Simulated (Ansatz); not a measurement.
# Run report: GeH7OF, molecular dynamics (part 2 of 2)

The same run, continued: GeH7OF; RKS r2SCAN-D4/def2-SVP (Ansatz 0.2.0). 

Geometry of the input (Å):
```
Ge -0.4524  -1.0267  -0.7854
H  1.0255  -0.1852  -0.2536
H  0.6653  -1.8060  -1.5645
H  -1.0395  -2.0664  0.1740
H  -1.3155  -0.4195  -1.8985
H  -0.2708  1.1009  1.1169
F  -1.2270  0.3692  0.3901
H  1.0137  0.4753  0.4262
O  0.7086  1.3316  1.3500
H  0.8920  2.2267  1.0448
```

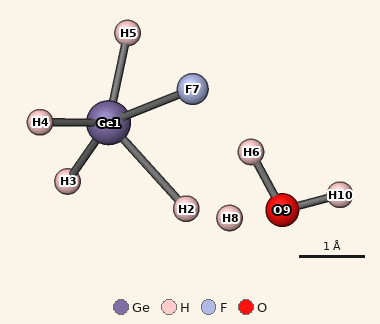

Fig. 1: The geometry at step 19 of the log (ball-and-stick view, seen at a tilt; atoms are numbered from 1 in the order of the input).

## Trajectory as extended XYZ, continued
```
10
Properties=species:S:1:pos:R:3:forces:R:3 step=6 time_fs=3.0 energy=-61381.18068 temperature=60.0
Ge   -0.4534   -1.0266   -0.7874   -0.1220   0.1004   0.8920
H     1.0442   -0.1550   -0.2820   -0.1454  -0.0889   0.1078
H     0.6449   -1.7954   -1.5349    0.3329  -0.2703  -0.3133
H    -1.0580   -2.0677    0.1730    0.0861   0.0107  -0.0888
H    -1.3415   -0.4396   -1.8472   -0.2712   0.1565  -0.5228
H    -0.2813    1.0856    1.1270    0.1281  -0.0266  -0.0302
F    -1.2177    0.3647    0.3902    0.0723   0.0737   0.0668
H     1.0101    0.4621    0.4486    0.1522   0.2930  -0.2462
O     0.7119    1.3348    1.3519   -0.3221  -0.2142   0.3777
H     0.8396    2.2580    1.0915    0.0891  -0.0344  -0.2430
10
Properties=species:S:1:pos:R:3:forces:R:3 step=8 time_fs=4.0 energy=-61381.16644 temperature=49.0
Ge   -0.4536   -1.0266   -0.7877   -0.1312   0.0771   0.9397
H     1.0481   -0.1466   -0.2912   -0.1727  -0.0804   0.1639
H     0.6440   -1.7961   -1.5303    0.3497  -0.2828  -0.3458
H    -1.0617   -2.0695    0.1711    0.1053   0.0263  -0.0896
H    -1.3540   -0.4433   -1.8369   -0.2699   0.1623  -0.5635
H    -0.2837    1.0798    1.1286    0.2171  -0.0198  -0.0105
F    -1.2144    0.3634    0.3902    0.0535   0.0936   0.0964
H     1.0115    0.4627    0.4525    0.1716   0.3254  -0.3181
O     0.7128    1.3356    1.3531   -0.4143   0.0351   0.3149
H     0.8235    2.2699    1.1017    0.0907  -0.3369  -0.1874
10
Properties=species:S:1:pos:R:3:forces:R:3 step=9 time_fs=4.5 energy=-61381.16236 temperature=46.3
Ge   -0.4538   -1.0266   -0.7878   -0.1410   0.0700   0.9175
H     1.0489   -0.1427   -0.2953   -0.1787  -0.0747   0.1861
H     0.6447   -1.7974   -1.5290    0.3348  -0.2720  -0.3463
H    -1.0634   -2.0704    0.1699    0.1133   0.0314  -0.0877
H    -1.3612   -0.4444   -1.8335   -0.2432   0.1483  -0.5538
H    -0.2839    1.0766    1.1290    0.2409  -0.0174  -0.0018
F    -1.2127    0.3628    0.3903    0.0439   0.0996   0.1070
H     1.0129    0.4641    0.4533    0.1742   0.3354  -0.3431
O     0.7132    1.3359    1.3537   -0.4394   0.1324   0.2888
H     0.8160    2.2747    1.1058    0.0952  -0.4530  -0.1667
10
Properties=species:S:1:pos:R:3:forces:R:3 step=11 time_fs=5.5 energy=-61381.16151 temperature=47.7
Ge   -0.4540   -1.0266   -0.7878   -0.1765   0.0723   0.7857
H     1.0495   -0.1358   -0.3022   -0.1794  -0.0631   0.2142
H     0.6485   -1.8018   -1.5284    0.2648  -0.2193  -0.3194
H    -1.0664   -2.0720    0.1669    0.1234   0.0325  -0.0770
H    -1.3773   -0.4450   -1.8306   -0.1367   0.0872  -0.4744
H    -0.2826    1.0702    1.1288    0.2555  -0.0184   0.0186
F    -1.2093    0.3613    0.3906    0.0259   0.1019   0.1159
H     1.0172    0.4692    0.4518    0.1689   0.3410  -0.3712
O     0.7137    1.3367    1.3550   -0.4656   0.2164   0.2614
H     0.8007    2.2809    1.1131    0.1197  -0.5505  -0.1537
10
Properties=species:S:1:pos:R:3:forces:R:3 step=13 time_fs=6.5 energy=-61381.16887 temperature=55.3
Ge   -0.4542   -1.0267   -0.7878   -0.2380   0.0901   0.5689
H     1.0484   -0.1286   -0.3072   -0.1631  -0.0585   0.2110
H     0.6550   -1.8077   -1.5306    0.1534  -0.1305  -0.2571
H    -1.0693   -2.0736    0.1633    0.1311   0.0281  -0.0639
H    -1.3952   -0.4442   -1.8325    0.0238  -0.0065  -0.3341
H    -0.2788    1.0638    1.1289    0.2301  -0.0232   0.0377
F    -1.2061    0.3597    0.3910    0.0126   0.0872   0.1079
H     1.0228    0.4774    0.4456    0.1495   0.3260  -0.3657
O     0.7139    1.3377    1.3566   -0.4535   0.1210   0.2770
H     0.7862    2.2819    1.1191    0.1540  -0.4338  -0.1816
10
Properties=species:S:1:pos:R:3:forces:R:3 step=14 time_fs=7.0 energy=-61381.17341 temperature=57.1
Ge   -0.4543   -1.0267   -0.7877   -0.2700   0.0962   0.4467
H     1.0472   -0.1251   -0.3089   -0.1494  -0.0579   0.1993
H     0.6588   -1.8113   -1.5329    0.0876  -0.0762  -0.2158
H    -1.0704   -2.0748    0.1614    0.1348   0.0272  -0.0584
H    -1.4041   -0.4437   -1.8347    0.1111  -0.0567  -0.2546
H    -0.2762    1.0605    1.1289    0.2031  -0.0265   0.0465
F    -1.2045    0.3589    0.3913    0.0072   0.0742   0.0986
H     1.0260    0.4827    0.4411    0.1350   0.3120  -0.3512
O     0.7138    1.3384    1.3574   -0.4309   0.0104   0.2978
H     0.7793    2.2807    1.1217    0.1713  -0.3027  -0.2089
10
Properties=species:S:1:pos:R:3:forces:R:3 step=16 time_fs=8.0 energy=-61381.17954 temperature=62.3
Ge   -0.4546   -1.0268   -0.7876   -0.3239   0.1035   0.1946
H     1.0431   -0.1184   -0.3112   -0.1104  -0.0565   0.1618
H     0.6671   -1.8188   -1.5392   -0.0514   0.0405  -0.1221
H    -1.0718   -2.0773    0.1572    0.1381   0.0209  -0.0434
H    -1.4209   -0.4433   -1.8408    0.2800  -0.1513  -0.0967
H    -0.2700    1.0536    1.1292    0.1289  -0.0340   0.0595
F    -1.2015    0.3574    0.3918   -0.0033   0.0408   0.0730
H     1.0332    0.4951    0.4296    0.0956   0.2735  -0.3030
O     0.7135    1.3397    1.3591   -0.3506  -0.2768   0.3521
H     0.7670    2.2764    1.1257    0.1971   0.0394  -0.2759
10
Properties=species:S:1:pos:R:3:forces:R:3 step=17 time_fs=8.5 energy=-61381.18042 temperature=61.0
Ge   -0.4548   -1.0269   -0.7875   -0.3492   0.1066   0.0749
H     1.0405   -0.1153   -0.3116   -0.0858  -0.0559   0.1366
H     0.6712   -1.8224   -1.5427   -0.1164   0.0973  -0.0747
H    -1.0724   -2.0787    0.1548    0.1379   0.0157  -0.0339
H    -1.4285   -0.4439   -1.8445    0.3562  -0.1919  -0.0229
H    -0.2664    1.0504    1.1297    0.0807  -0.0409   0.0624
F    -1.2001    0.3567    0.3921   -0.0087   0.0200   0.0557
H     1.0374    0.5021    0.4229    0.0705   0.2488  -0.2715
O     0.7132    1.3404    1.3600   -0.2879  -0.3909   0.3746
H     0.7614    2.2744    1.1268    0.2026   0.1911  -0.3011
10
Properties=species:S:1:pos:R:3:forces:R:3 step=19 time_fs=9.5 energy=-61381.17904 temperature=62.6
Ge   -0.4552   -1.0270   -0.7873   -0.3914   0.1088  -0.1362
H     1.0351   -0.1095   -0.3117   -0.0337  -0.0511   0.0802
H     0.6783   -1.8289   -1.5497   -0.2262   0.1987   0.0118
H    -1.0729   -2.0814    0.1499    0.1340   0.0025  -0.0119
H    -1.4415   -0.4468   -1.8524    0.4832  -0.2545   0.1041
H    -0.2591    1.0440    1.1307   -0.0207  -0.0563   0.0625
F    -1.1972    0.3553    0.3927   -0.0204  -0.0228   0.0179
H     1.0467    0.5179    0.4082    0.0116   0.1901  -0.1970
O     0.7125    1.3414    1.3620   -0.1319  -0.4794   0.3830
H     0.7514    2.2724    1.1273    0.1956   0.3641  -0.3144
10
Properties=species:S:1:pos:R:3:forces:R:3 step=21 time_fs=10.5 energy=-61381.17739 temperature=58.1
Ge   -0.4556   -1.0270   -0.7872   -0.4110   0.1130  -0.2961
H     1.0297   -0.1038   -0.3114    0.0156  -0.0413   0.0214
H     0.6826   -1.8331   -1.5565   -0.2965   0.2707   0.0770
H    -1.0723   -2.0833    0.1452    0.1228  -0.0194   0.0173
H    -1.4507   -0.4515   -1.8589    0.5618  -0.2874   0.1893
H    -0.2524    1.0368    1.1317   -0.1151  -0.0634   0.0572
F    -1.1942    0.3538    0.3933   -0.0362  -0.0591  -0.0137
H     1.0560    0.5361    0.3922   -0.0494   0.1219  -0.1124
O     0.7117    1.3421    1.3640    0.0432  -0.3411   0.3265
H     0.7430    2.2738    1.1251    0.1647   0.3060  -0.2664
10
Properties=species:S:1:pos:R:3:forces:R:3 step=22 time_fs=11.0 energy=-61381.17741 temperature=57.1
Ge   -0.4558   -1.0271   -0.7871   -0.4102   0.1108  -0.3489
H     1.0266   -0.1012   -0.3113    0.0399  -0.0308  -0.0042
H     0.6836   -1.8340   -1.5596   -0.3155   0.2932   0.1000
H    -1.0715   -2.0843    0.1431    0.1165  -0.0303   0.0320
H    -1.4533   -0.4549   -1.8611    0.5779  -0.2899   0.2111
H    -0.2496    1.0329    1.1324   -0.1493  -0.0621   0.0529
F    -1.1928    0.3530    0.3936   -0.0450  -0.0727  -0.0246
H     1.0604    0.5458    0.3840   -0.0809   0.0849  -0.0686
O     0.7114    1.3425    1.3651    0.1226  -0.2196   0.2762
H     0.7393    2.2754    1.1232    0.1440   0.2166  -0.2261
10
Properties=species:S:1:pos:R:3:forces:R:3 step=24 time_fs=12.0 energy=-61381.17957 temperature=59.9
Ge   -0.4563   -1.0273   -0.7870   -0.3804   0.0955  -0.4088
H     1.0210   -0.0968   -0.3118    0.0819   0.0013  -0.0450
H     0.6835   -1.8329   -1.5653   -0.3228   0.3116   0.1283
H    -1.0687   -2.0869    0.1388    0.1014  -0.0508   0.0636
H    -1.4545   -0.4640   -1.8636    0.5634  -0.2674   0.2155
H    -0.2464    1.0241    1.1340   -0.1591  -0.0410   0.0465
F    -1.1900    0.3514    0.3942   -0.0660  -0.0900  -0.0342
H     1.0685    0.5658    0.3672   -0.1448   0.0066   0.0229
O     0.7110    1.3430    1.3673    0.2304   0.0856   0.1309
H     0.7330    2.2799    1.1181    0.0959  -0.0514  -0.1197
10
Properties=species:S:1:pos:R:3:forces:R:3 step=25 time_fs=12.5 energy=-61381.18111 temperature=58.1
Ge   -0.4565   -1.0275   -0.7869   -0.3561   0.0829  -0.4143
H     1.0184   -0.0948   -0.3124    0.0992   0.0234  -0.0592
H     0.6821   -1.8312   -1.5679   -0.3100   0.3078   0.1331
H    -1.0668   -2.0883    0.1371    0.0938  -0.0586   0.0778
H    -1.4532   -0.4694   -1.8641    0.5347  -0.2444   0.2004
H    -0.2455    1.0193    1.1351   -0.1456  -0.0217   0.0434
F    -1.1887    0.3506    0.3944   -0.0774  -0.0943  -0.0337
H     1.0718    0.5761    0.3588   -0.1744  -0.0358   0.0671
O     0.7108    1.3433    1.3684    0.2660   0.2360   0.0478
H     0.7305    2.2824    1.1151    0.0698  -0.1952  -0.0627
10
Properties=species:S:1:pos:R:3:forces:R:3 step=27 time_fs=13.5 energy=-61381.18421 temperature=58.2
Ge   -0.4571   -1.0277   -0.7869   -0.2921   0.0489  -0.3751
H     1.0142   -0.0915   -0.3140    0.1269   0.0746  -0.0778
H     0.6772   -1.8252   -1.5727   -0.2574   0.2764   0.1280
H    -1.0630   -2.0913    0.1346    0.0820  -0.0661   0.0975
H    -1.4463   -0.4808   -1.8646    0.4384  -0.1789   0.1403
H    -0.2451    1.0099    1.1371   -0.0878   0.0237   0.0405
F    -1.1863    0.3490    0.3950   -0.1009  -0.0957  -0.0265
H     1.0773    0.5958    0.3430   -0.2277  -0.1241   0.1488
O     0.7107    1.3439    1.3705    0.2952   0.4375  -0.1060
H     0.7263    2.2856    1.1092    0.0234  -0.3963   0.0302
10
Properties=species:S:1:pos:R:3:forces:R:3 step=28 time_fs=14.0 energy=-61381.18572 temperature=59.5
Ge   -0.4574   -1.0278   -0.7869   -0.2534   0.0290  -0.3293
H     1.0126   -0.0899   -0.3148    0.1374   0.1015  -0.0852
H     0.6738   -1.8213   -1.5746   -0.2163   0.2504   0.1172
H    -1.0608   -2.0929    0.1336    0.0762  -0.0675   0.1051
H    -1.4410   -0.4870   -1.8645    0.3713  -0.1363   0.0943
H    -0.2456    1.0057    1.1383   -0.0416   0.0465   0.0407
F    -1.1851    0.3482    0.3953   -0.1129  -0.0933  -0.0209
H     1.0794    0.6054    0.3354   -0.2517  -0.1700   0.1875
O     0.7108    1.3442    1.3716    0.2861   0.4656  -0.1683
H     0.7246    2.2857    1.1064    0.0049  -0.4260   0.0589
10
Properties=species:S:1:pos:R:3:forces:R:3 step=30 time_fs=15.0 energy=-61381.18776 temperature=59.6
Ge   -0.4581   -1.0280   -0.7871   -0.1787  -0.0170  -0.1794
H     1.0104   -0.0855   -0.3167    0.1503   0.1464  -0.1011
H     0.6649   -1.8117   -1.5771   -0.1021   0.1773   0.0781
H    -1.0567   -2.0967    0.1325    0.0705  -0.0564   0.1079
H    -1.4278   -0.4995   -1.8635    0.2054  -0.0366  -0.0267
H    -0.2473    0.9981    1.1411    0.0639   0.0900   0.0443
F    -1.1829    0.3463    0.3957   -0.1367  -0.0852  -0.0063
H     1.0819    0.6232    0.3218   -0.2858  -0.2580   0.2532
O     0.7110    1.3451    1.3737    0.2354   0.3623  -0.2404
H     0.7210    2.2826    1.1013   -0.0222  -0.3229   0.0705
```
